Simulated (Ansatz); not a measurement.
**ZrC: stress in a strained cell**

Aim: deform ZrC (equal xy, yz and zx engineering shear strains of -2 %) and compute stress, forces and field gradients with LAPW, PAW and all-electron datasets made for the crystal.

Computed with Ansatz 0.2.0 (DFT PBEsol, scalar-relativistic, unless a step's input says otherwise).

## Step 1: The structure to begin with

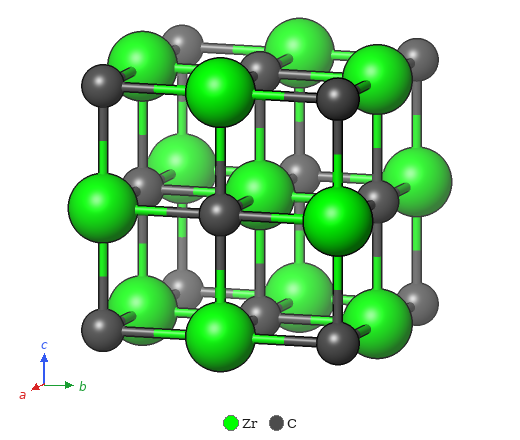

Start, viewed slightly off an axis; zirconium green, carbon dark grey. Atoms on the faces are drawn again on the opposite ones. The cell drawn here is the conventional one.

Structure file:

```
Zr C
1.0
     0.00000    2.35021    2.35021
     2.35021    0.00000    2.35021
     2.35021    2.35021    0.00000
Zr C
1 1
Direct
  0.50000 0.50000 0.50000
  0.00000 0.00000 0.00000
```

Atoms are numbered in the order of the input: Zr1, C2.

## Step 2: After the deformation

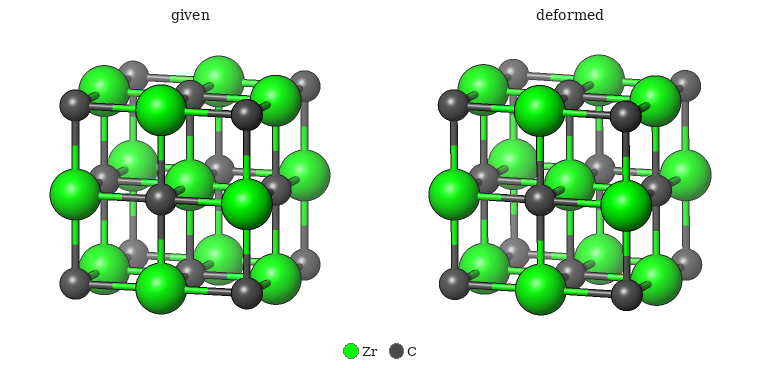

Given and deformed, at one scale.

Space group Fm-3m before, R-3m after.

## Step 3: All-electron LAPW

input.yaml reads:

```yaml
crystal:
  lattice:
    - [-0.0470042, 2.3267079, 2.3267079]
    - [2.3267079, -0.0470042, 2.3267079]
    - [2.3267079, 2.3267079, -0.0470042]
  atoms:
    - { symbol: Zr, position: [0.5, 0.5, 0.5] }
    - { symbol: C, position: [0.0, 0.0, 0.0] }
kpoints:
  mp_grid: { grid: [15, 15, 15] }
  band_path:
    path:
      - [0.0, 0.0, 0.0]
      - [0.5, 0.5, 0.5]
      - [0.2551801333, 0.5, 0.7448198667]
      - [-0.2551801333, 0.2551801333, 0.5]
      - [0.0, 0.0, 0.5]
      - [0.0, 0.0, 0.0]
      - [-0.3775900666, 0.0, 0.3775900666]
      - [0.0, 0.3775900666, 0.6224099334]
      - [0.0, 0.5, 0.5]
    npoints: 5
scf:
  occupations: { method: fermi_dirac, width: 0.05 }
hamiltonian:
  xc: pbesol
  pseudopotentials: { kind: all_electron, lapw: { basis_error: 0.00025 } }
output:
  forces: true
  stress: true
  eigenvalues: true
```

Run with:

```
$ ansatz run input.yaml --threads 1 --pin off --max-ram 3072MiB --backend cpu --events-out ev --progress --plain --runs-dir out
```

What it wrote (excerpt; [...] marks lines left out):

```text
LAPW: plane waves up to 8.853 Å⁻¹, error target 2.5e-4 eV per atom; small_component_spin mean_spin; C in spheres of 1.052 Å, 6 of its electrons in bands, Dirac shells []; Zr in spheres of 1.298 Å, 30 of its electrons in bands, Dirac shells []
[...]
Pseudopotentials: kind: all_electron
Pseudopotential: Zr, LAPW, valence charge 30, Koelling and Harmon's equation, gaussian nucleus
Pseudopotential: C, LAPW, valence charge 6, Koelling and Harmon's equation, gaussian nucleus
Functional definition: PBEsol
[...]
Crystal: 2 atoms, lattice volume = 25.955 Å³
Basis set: ecut = 298.6364458047473 eV, 319 PW (Γ), exchange–correlation at level 2
Bands: 22, of which v1, the nominal top of the filled ones, is band 18 counted from 1 (17 counted from 0)
Symmetry: 12 space group operations
Space group: R-3m (ITA 166), of the structure as read, at distance tolerance 3.0e-5 Å
k-points: 344 of 3375
[...]
SCF iter   1: F=—  HF=-98908.129780 eV  |F-HF|=—  |Δ(HF+E_count)|=         —  Δρ=1.17e-1  dr2=5.14e0  ethr=1.43e-2  ⟨swp⟩=2.0  Hψ=50295  notcnv=0
[...]
the basis was enlarged: its passes take 262.6 KiB over the memory plan, 1 of 1 planned eigensolver slots
[...]
SCF iter  10: F=-98906.373533 eV  HF=-98906.373533 eV  |F-HF|=4.05e-9  |Δ(HF+E_count)|=   6.30e-8  Δρ=4.18e-6  dr2=5.06e-9  ethr=5.76e-10  ⟨swp⟩=2.0  Hψ=23421  notcnv=0
[...]
NSCF: frozen V_eff on 41 k-points
SCF converged after 10 iterations
Free energy (F): -98906.373533 eV
[...]
E sigma→0 (E₀):  -98906.372203 eV
Entropy (-TS):   -0.002659 eV (-1.329 meV/atom)
Fermi energy:    16.396288 eV
[...]
--- Forces (eV/Å), atoms counted from 1 ---
  atom   1  Zr     0.00000000    -0.00000000     0.00000000
  atom   2  C      0.00000000     0.00000000    -0.00000000
[...]
--- Stress (GPa, compression-positive) ---
       -4.452907       2.968369       2.968369
        2.968369      -4.452907       2.968369
        2.968369       2.968369      -4.452907
  P = ⅓ Tr σ = -4.4529 GPa (-44.529 kbar)
--- Band table (eV; the first three rows and the last of 344) ---
  k-point 0: bands = ["-380.9295", "-294.0591", "-294.0576", "-294.0576", "-246.9164", "-151.4954", "-151.4942", "-151.4942", "-151.4813", "-151.4813", "-31.5710", "-9.3220", "-9.3220", "-9.2889", "5.1133", "17.2955", "17.2955", "17.3207", "17.3207", "17.4741", "17.7147", "19.2180"]
[...]
```

Run time: 67 s. Hardware: 1 thread of Arm Neoverse V2, shared host; peak memory 0.9 GiB.

Result: pressure -4.45 GPa; no gap.

## Step 4: PAW with frozen cores

input.yaml reads:

```yaml
crystal:
  lattice:
    - [-0.0470042, 2.3267079, 2.3267079]
    - [2.3267079, -0.0470042, 2.3267079]
    - [2.3267079, 2.3267079, -0.0470042]
  atoms:
    - { symbol: Zr, position: [0.5, 0.5, 0.5] }
    - { symbol: C, position: [0.0, 0.0, 0.0] }
kpoints:
  mp_grid: { grid: [15, 15, 15] }
scf:
  occupations: { method: fermi_dirac, width: 0.05 }
hamiltonian:
  xc: pbesol
  pseudopotentials: { kind: paw }
output:
  forces: true
  stress: true
  eigenvalues: true
  efg: { contact_densities: true }
```

Run with:

```
$ ansatz run input.yaml --threads 1 --pin off --max-ram 3072MiB --backend cpu --events-out ev --progress --plain --runs-dir out
```

What it wrote (excerpt; [...] marks lines left out):

```text
Zr: output.efg is read without spin–orbit coupling, which moves field gradients at and beside such atoms by some per cent and up to a factor of two; PAW files take it under magnetization.noncollinear and magnetization.spin_orbit
[...]
Pseudopotentials: kind: paw
Pseudopotential: Zr, paw, valence charge 12, recommended cutoff 420 eV (normal)
Pseudopotential: C, paw, valence charge 4, recommended cutoff 420 eV (normal)
[... 1 set-up line as earlier in the session ...]
[...]
Crystal: 2 atoms, lattice volume = 25.955 Å³
Basis set: ecut = 420 eV, 531 PW (Γ), exchange–correlation on 48×48×48 points (8 copies of the dense FFT grid, shifted against one another)
Bands: 12, of which v1, the nominal top of the filled ones, is band 8 counted from 1 (7 counted from 0)
[... 2 set-up lines as earlier in the session ...]
k-points: 344 of 3375
[...]
Fermi energy:    14.742189 eV
[...]
--- Forces (eV/Å), atoms counted from 1 ---
  atom   1  Zr    -0.00000000    -0.00000000    -0.00000000
  atom   2  C      0.00000000     0.00000000    -0.00000000
[...]
--- Stress (GPa, compression-positive) ---
       -4.510207       2.969820       2.969820
        2.969820      -4.510207       2.969820
        2.969820       2.969820      -4.510207
  P = ⅓ Tr σ = -4.5102 GPa (-45.102 kbar)
--- PAW observables at the nuclei: V_zz in 10²¹ V/m², potentials from the cell's mean, atoms counted from 1 ---
  atom   1  Zr V_zz =    +0.297465   η = 0.0000   by run symmetry: allowed
            electrostatic potential = -5929.909882 V   contact ρ = 489712.103556 e/Å³
  atom   2  C  V_zz =    +0.080805   η = 0.0000   by run symmetry: allowed
            electrostatic potential = -423.217639 V   contact ρ = 862.686028 e/Å³
--- Band table (eV; the first three rows and the last of 344) ---
  k-point 0: bands = ["-33.2275", "-10.9777", "-10.9777", "-10.9446", "3.4587", "15.6413", "15.6413", "15.6669", "15.6669", "15.8197", "16.0607", "17.5652"]
[...]
```

Wall time 6.5 s (1 thread of Arm Neoverse V2, shared host); peak memory 0.42 GiB.

In short: pressure -4.51 GPa; no gap; Vzz Zr1 0.30 (η = 0.00), C2 0.08 (η = 0.00) (10²¹ V/m²).

## Step 5: All-electron PAW on datasets made for the crystal

input.yaml, as its differences from that of step 4:

```diff
@@ -14,3 +14,3 @@
   xc: pbesol
-  pseudopotentials: { kind: paw }
+  pseudopotentials: { kind: all_electron, datasets: crystal }
 output:
```

Run with:

```
$ ansatz run input.yaml --threads 1 --pin off --max-ram 3072MiB --backend cpu --events-out ev --progress --plain --runs-dir out
```

What it wrote (excerpt; [...] marks lines left out):

```text
[...]
Zr: output.efg is read without spin–orbit coupling, which moves field gradients at and beside such atoms by some per cent and up to a factor of two; PAW files take it under magnetization.noncollinear and magnetization.spin_orbit
[...]
[... 1 set-up line as earlier in the session ...]
Pseudopotential: Zr, paw, valence charge 12, recommended cutoff 280 eV (normal), Koelling and Harmon's equation, gaussian nucleus
Pseudopotential: C, paw, valence charge 4, recommended cutoff 280 eV (normal), Koelling and Harmon's equation, gaussian nucleus
[... 1 set-up line as earlier in the session ...]
[...]
Crystal: 2 atoms, lattice volume = 25.955 Å³
Basis set: ecut = 280 eV, 283 PW (Γ), exchange–correlation on 36×36×36 points (8 copies of the dense FFT grid, shifted against one another)
Bands: 12, of which v1, the nominal top of the filled ones, is band 8 counted from 1 (7 counted from 0)
[... 1 set-up line as earlier in the session ...]
[...]
--- Forces (eV/Å), atoms counted from 1 ---
  atom   1  Zr    -0.00000000    -0.00000000     0.00000000
  atom   2  C     -0.00000000     0.00000000    -0.00000000
[...]
--- Stress (GPa, compression-positive) ---
       -4.453210       2.968500       2.968500
        2.968500      -4.453210       2.968500
        2.968500       2.968500      -4.453210
  P = ⅓ Tr σ = -4.4532 GPa (-44.532 kbar)
--- PAW observables at the nuclei: V_zz in 10²¹ V/m², potentials from the cell's mean, atoms counted from 1 ---
  atom   1  Zr V_zz =    +0.302746   η = 0.0000   by run symmetry: allowed
            electrostatic potential = -5928.000369 V   contact ρ = 489774.415477 e/Å³
  atom   2  C  V_zz =    +0.085076   η = 0.0000   by run symmetry: allowed
            electrostatic potential = -422.472014 V   contact ρ = 862.832314 e/Å³
--- Band table (eV; the first three rows and the last of 344) ---
  k-point 0: bands = ["-31.5710", "-9.3219", "-9.3219", "-9.2889", "5.1132", "17.2954", "17.2954", "17.3207", "17.3207", "17.4740"]
[...]
```

It took 20 s on 1 thread of Arm Neoverse V2, shared host; peak memory 0.65 GiB.

This run gives: pressure -4.45 GPa; no gap; Vzz Zr1 0.30 (η = 0.00), C2 0.09 (η = 0.00) (10²¹ V/m²).

## Step 6: Side by side

Stress (GPa, compression positive):

```csv
method,xx,yy,zz,yz,xz,xy
LAPW,-4.45,-4.45,-4.45,2.97,2.97,2.97
PAW,-4.51,-4.51,-4.51,2.97,2.97,2.97
crystal datasets,-4.45,-4.45,-4.45,2.97,2.97,2.97
```

| method | pressure (GPa) | Vzz Zr1 (10²¹ V/m²) | Vzz C2 (10²¹ V/m²) | SCF cycles, all passes |
| --- | --- | --- | --- | --- |
| LAPW | -4.45 | – | – | 10 |
| PAW | -4.51 | 0.30 | 0.08 | 6 |
| crystal datasets | -4.45 | 0.30 | 0.09 | 8 |

## Step 7: Outcome

```
                                 quantity                                              value
                                 pressure  LAPW -4.45, PAW -4.51, crystal datasets -4.45 GPa
largest shear or deviatoric stress (LAPW)                                           2.97 GPa
```

**Reading.** The largest part of the stress beyond the pressure is 2.97 GPa in size; the atoms are carried along and not relaxed. No run of the undeformed cell stands beside it, so the pressure holds what the given cell had before the change. PAW: stress within 0.06 GPa of LAPW. Crystal datasets: stress within 0.01 GPa of LAPW.
